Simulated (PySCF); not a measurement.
## Geometry relaxation, with input and output: CH₄BrNSi

The run: geometry relaxation of CH₄BrNSi. Method and program: PBE0-D3(BJ)/def2-SVP geometry optimisation, gas phase (PySCF 2.14.0).

It belongs to a series of runs on one base structure; here: H on Si replaced by Br.

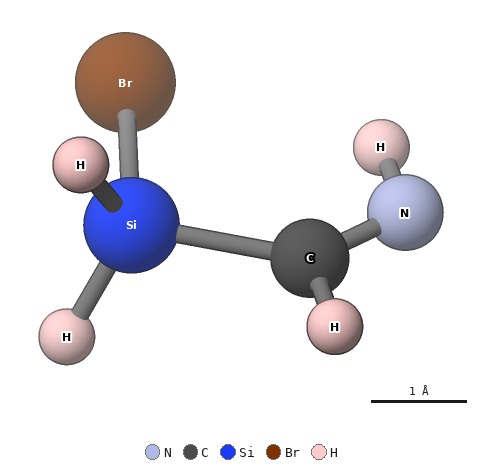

Figure 1. The structure as given in the input (ball-and-stick view, seen at a tilt). Bond lengths as drawn: Br–Si 2.23 Å, C–H 1.08 Å, C–N 1.26 Å, C–Si 1.92 Å, H–N 1.04 Å and H–Si 1.43 to 1.44 Å.

**Key numbers**

| quantity | value |
| --- | --- |
| outcome | converged |
| total energy | −2957.925891 hartree |
| dipole moment | 1.86 D |
| point group | Cs |
| hardware | 1 CPU thread, shared host |
| wall time | 44 s |
| peak memory | 0.41 GiB |

**Input**
```
{"job": {"xc": "PBE0", "basis": "def2-SVP", "d3": "d3bj", "grid": 1, "shake": 0.01, "kind": "geom"}, "charge": 0, "multiplicity": 1}
N      1.870860     0.060930     0.012010
C      0.807610    -0.623700    -0.007710
Si    -1.034000    -0.071680    -0.017170
Br    -0.923610     2.150750     0.002430
H      1.699850     1.091300     0.008420
H      0.987750    -1.689050    -0.020000
H     -1.676380    -0.464930    -1.235910
H     -1.676940    -0.472750     1.205450
```

The first line tells a small driver script what to run in PySCF; the rest is the geometry in Å.

Run as:
```bash
OMP_NUM_THREADS=1 python <driver script> task.json out
```

**Output**
```
step   0  E = -2957.92094915  max force = 0.033793
step   1  E = -2957.92572222  max force = 0.004892
step   2  E = -2957.92576493  max force = 0.002807
step   3  E = -2957.92585348  max force = 0.001247
step   4  E = -2957.92586887  max force = 0.001237
step   5  E = -2957.92588964  max force = 0.000302
step   6  E = -2957.92589150  max force = 0.000104
optimisation converged
```

**Trajectory as extended XYZ (Å, eV, eV/Å), 7 frames, from step=0 to step=6**
```
8
Properties=species:S:1:pos:R:3:forces:R:3 step=0 energy=-80489.12876
N     1.8709    0.0609    0.0120    0.1941   0.9099  -0.0437
C     0.8076   -0.6237   -0.0077   -0.3515   0.5006  -0.0255
Si   -1.0340   -0.0717   -0.0172    1.7377   0.9444   0.1437
Br   -0.9236    2.1507    0.0024   -0.0540   0.1995  -0.0123
H     1.6999    1.0913    0.0084   -0.1850  -0.5709   0.0424
H     0.9878   -1.6890   -0.0200   -0.0835  -1.0529   0.0170
H    -1.6764   -0.4649   -1.2359   -0.6523  -0.4727  -0.8481
H    -1.6769   -0.4728    1.2054   -0.6054  -0.4579   0.7265
8
Properties=species:S:1:pos:R:3:forces:R:3 step=1 energy=-80489.25865
N     1.7881    0.8169    0.4729   -0.0902  -0.0030   0.0337
C     0.7253    0.1208    0.4536    0.1104   0.1088   0.0351
Si   -1.0561    0.7836    0.4778   -0.0680  -0.2515  -0.0589
Br   -0.9543    3.0071    0.4928    0.0464  -0.0184   0.0073
H     1.5519    1.8204    0.5124    0.0572  -0.0233  -0.0369
H     0.8533   -0.9819    0.4218   -0.0661   0.0726  -0.0190
H    -1.7937    0.3242   -0.7359    0.0087   0.0675   0.0147
H    -1.7822    0.3098    1.6899    0.0017   0.0473   0.0240
8
Properties=species:S:1:pos:R:3:forces:R:3 step=2 energy=-80489.25981
N     1.7996    0.8095    0.4803   -0.1247   0.0470  -0.0621
C     0.7219    0.1377    0.4610    0.1444  -0.0767  -0.0146
Si   -1.0675    0.7715    0.4765    0.0060  -0.0026  -0.0244
Br   -0.9599    2.9936    0.5025    0.0143   0.0538   0.0027
H     1.5981    1.8203    0.4917   -0.0327   0.0015   0.0542
H     0.8382   -0.9639    0.4271   -0.0422  -0.0341   0.0393
H    -1.8014    0.3283   -0.7431    0.0128   0.0104   0.0026
H    -1.7968    0.3038    1.6893    0.0223   0.0006   0.0021
8
Properties=species:S:1:pos:R:3:forces:R:3 step=3 energy=-80489.26222
N     1.7909    0.8161    0.4803   -0.0328   0.0118  -0.0553
C     0.7230    0.1301    0.4605    0.0641  -0.0196  -0.0140
Si   -1.0632    0.7709    0.4760   -0.0269  -0.0359  -0.0199
Br   -0.9430    2.9931    0.5020    0.0095   0.0396   0.0026
H     1.5743    1.8238    0.4930   -0.0166  -0.0047   0.0480
H     0.8428   -0.9713    0.4272   -0.0115  -0.0125   0.0362
H    -1.7994    0.3315   -0.7433    0.0028   0.0148  -0.0004
H    -1.7931    0.3067    1.6897    0.0114   0.0065   0.0027
8
Properties=species:S:1:pos:R:3:forces:R:3 step=4 energy=-80489.26264
N     1.7866    0.8179    0.4718    0.0131   0.0036   0.0636
C     0.7241    0.1249    0.4542   -0.0113  -0.0162   0.0143
Si   -1.0622    0.7694    0.4732   -0.0098  -0.0109   0.0121
Br   -0.9283    2.9932    0.4957    0.0014   0.0104   0.0039
H     1.5605    1.8226    0.5132    0.0015   0.0064  -0.0580
H     0.8458   -0.9765    0.4278    0.0026  -0.0029  -0.0339
H    -1.8065    0.3357   -0.7428    0.0051   0.0071  -0.0023
H    -1.7877    0.3136    1.6924   -0.0026   0.0026   0.0002
8
Properties=species:S:1:pos:R:3:forces:R:3 step=5 energy=-80489.26320
N     1.7855    0.8171    0.4766    0.0112  -0.0074  -0.0054
C     0.7239    0.1224    0.4580   -0.0156   0.0035  -0.0015
Si   -1.0620    0.7696    0.4738   -0.0043  -0.0066   0.0013
Br   -0.9234    2.9938    0.5026    0.0004   0.0006   0.0019
H     1.5575    1.8221    0.4995    0.0041   0.0014   0.0030
H     0.8459   -0.9790    0.4302    0.0052   0.0016   0.0046
H    -1.8036    0.3416   -0.7456   -0.0006   0.0060  -0.0024
H    -1.7915    0.3132    1.6903   -0.0004   0.0010  -0.0014
8
Properties=species:S:1:pos:R:3:forces:R:3 step=6 energy=-80489.26325
N     1.7864    0.8141    0.4761    0.0009  -0.0021  -0.0053
C     0.7229    0.1221    0.4581   -0.0025   0.0003  -0.0009
Si   -1.0626    0.7707    0.4737    0.0000   0.0007   0.0004
Br   -0.9228    2.9948    0.5049    0.0015   0.0007   0.0019
H     1.5618    1.8199    0.4984   -0.0001  -0.0024   0.0029
H     0.8435   -0.9794    0.4313    0.0003  -0.0008   0.0038
H    -1.8040    0.3449   -0.7467    0.0001   0.0043  -0.0017
H    -1.7930    0.3138    1.6895   -0.0003  -0.0007  -0.0011
```

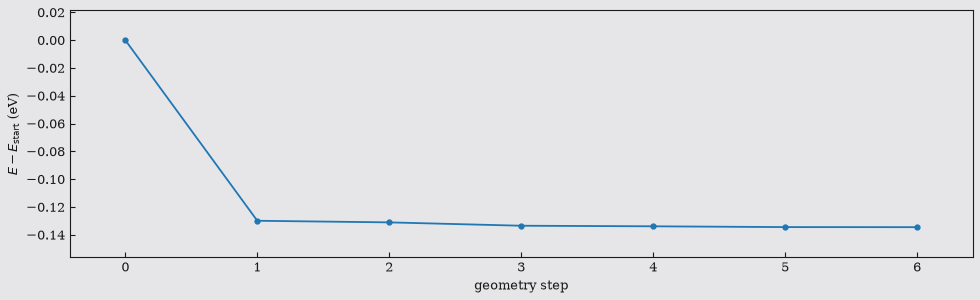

Figure 2. Progress of the relaxation, step by step (steps are counted from 0).

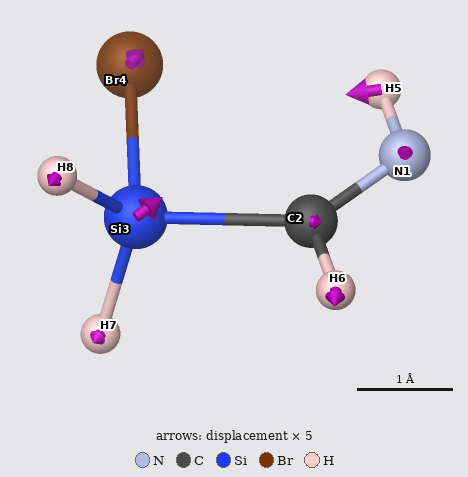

Figure 3. The starting structure with the displacements as pink arrows, magnified 5 times (ball-and-stick view, seen at a tilt). The two geometries are laid on each other by the best rigid fit. Over 6 geometry steps the energy falls by 0.134 eV. Largest force component: 1.7 eV/Å at the start, 0.0053 eV/Å at the end. The atom that moves furthest after the best rigid fit is H5 (0.077 Å). Largest moves by element: H 0.077 Å, Si 0.073 Å, Br 0.054 Å, N 0.027 Å, C 0.025 Å. Distances before and after: Si3–H7 1.433 → 1.490 Å, Si3–H8 1.438 → 1.490 Å, C2–H6 1.081 → 1.108 Å, C2–Si3 1.923 → 1.900 Å. Among the angles that change: H7–Si3–H8 116.5° → 109.7°, N1–C2–H6 113.2° → 116.8°, N1–C2–Si3 130.5° → 127.0°. (Atoms are counted from 1 in the order of the input.)
